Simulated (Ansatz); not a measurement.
**C2H8OSi: density, localisation and related maps**

| atom | x (Å) | y (Å) | z (Å) |
| --- | --- | --- | --- |
| C | -1.1541 | -3.5441 | 0.2686 |
| C | -2.0753 | -0.6141 | 0.2270 |
| O | 0.5883 | -1.4005 | -0.7278 |
| Si | -0.5977 | -1.7572 | 0.4022 |
| H | -1.8725 | -3.7945 | 1.0671 |
| H | -1.6522 | -3.7440 | -0.6954 |
| H | -0.3002 | -4.2350 | 0.3558 |
| H | 0.0719 | -1.5280 | 1.7146 |
| H | -1.7707 | 0.4431 | 0.2876 |
| H | -2.5916 | -0.7613 | -0.7369 |
| H | -2.8132 | -0.7979 | 1.0258 |
| H | 0.3415 | -1.4925 | -1.6547 |

Geometry: r2SCAN-D4/def2-SVP.

All numbers below come from isolated molecule in a Gaussian basis; Kohn-Sham density functional theory, functional PBE0 (Ansatz).

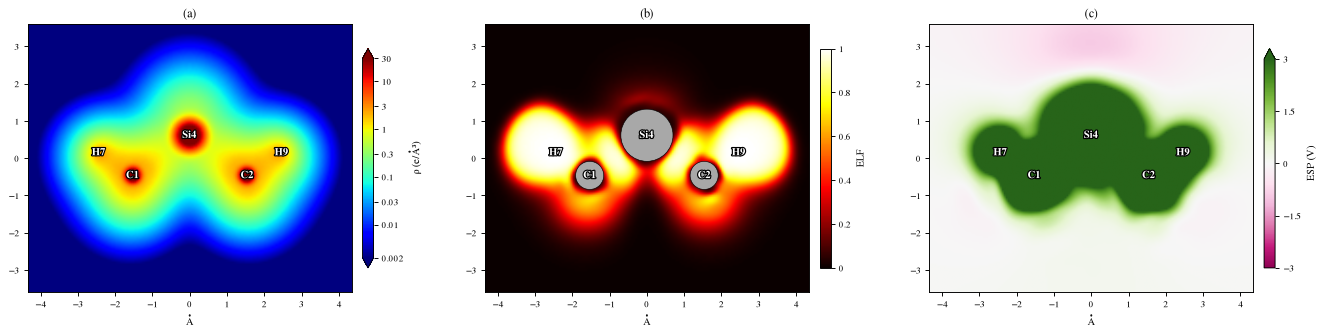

Figure 1. (a) electron density; (b) ELF; (c) electrostatic potential on the plane of atoms Si4, C1 and H7. Grey discs cover the atomic cores in the ELF map.

**Read the bonding off the picture.**

The plane passes through C, Si and H nuclei.
C–Si (1.88 Å): ρ is about 0.97 e/Å³ halfway; the ELF peaks at about 0.95 between the atoms; a covalent bond.
C–H (1.10 Å): the density is about 1.9 e/Å³ at the midpoint; the ELF climbs to about 1 towards the hydrogen, as it does in any bond to H: a covalent bond by its length.
Outside the dense part of the molecule the potential is most negative (−0.9 V) near O3, which lies off the plane.

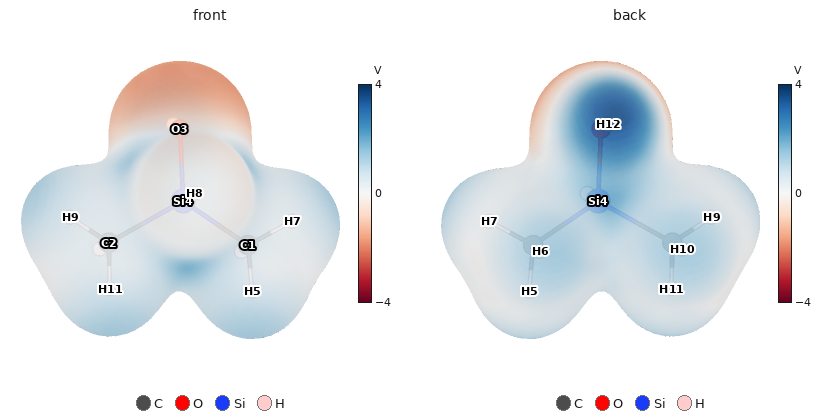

Figure 2. The molecular electrostatic potential painted on the density surface at 0.004 e/bohr³, seen from the front and from behind; red is negative and blue positive.

**Where is the surface potential most negative and most positive?**

The most negative region (about −1.7 V, or −39 kcal/mol for a unit charge) lies over O3, the most positive (about +3.4 V, or +78 kcal/mol for a unit charge) over H12. O3 is the likeliest acceptor of a hydrogen bond.

**What dipole moment does the calculation give?**

Its dipole moment is 1.91 D.

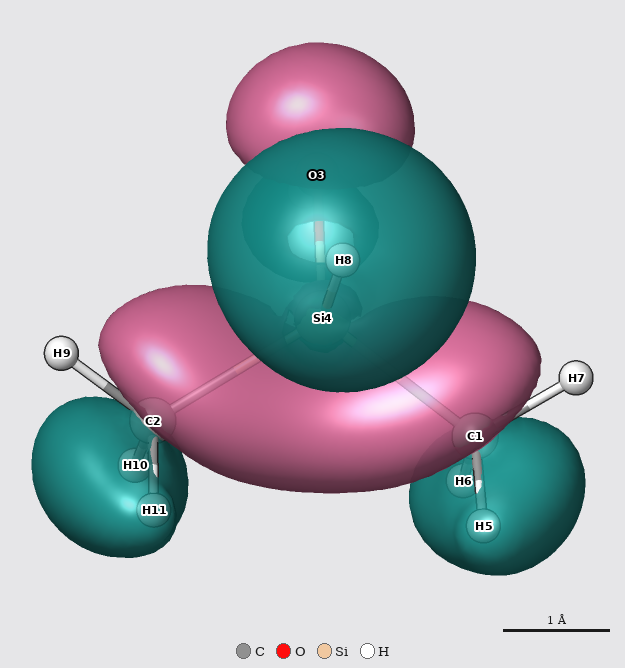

Figure 3. The HOMO−1 at ±0.08 Å⁻³ᐟ² (teal and pink are the two phases), seen at a tilt.

**What is the character of this orbital?**

Its weight (Hirshfeld) is mainly on Si4 (about 25 %), H8 (about 25 %), O3 (about 15 %), C2 (about 15 %) and C1 (about 15 %). Its energy is −8.69 eV.

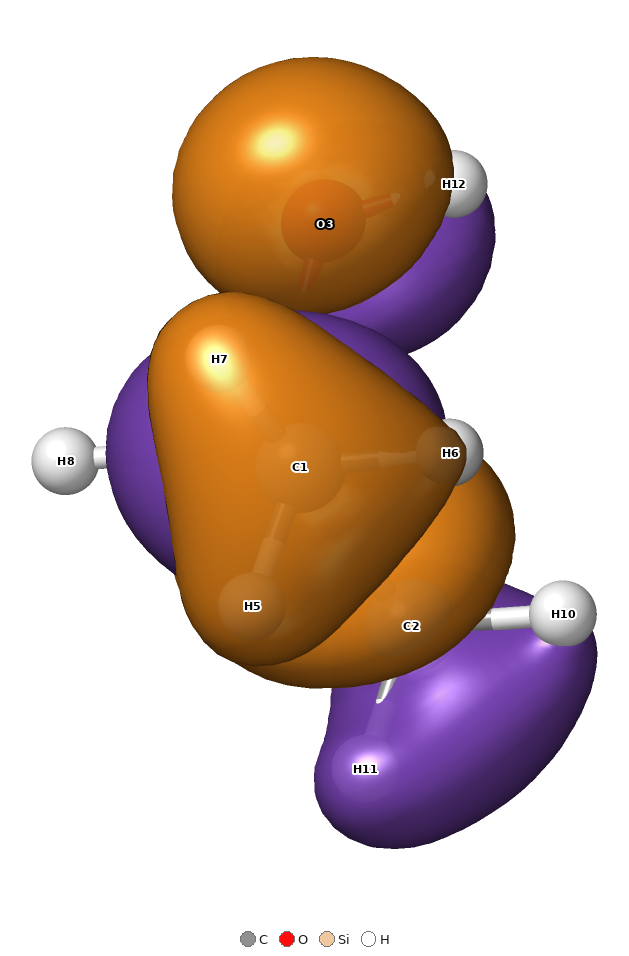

Figure 4. The HOMO at ±0.08 Å⁻³ᐟ² (orange and purple are the two phases), seen at an oblique angle.

**Describe this orbital and give its energy.**

Its weight (Hirshfeld) is mainly on O3 (about 30 %), C1 (about 20 %), C2 (about 20 %) and Si4 (about 15 %). Its energy is −8.21 eV.
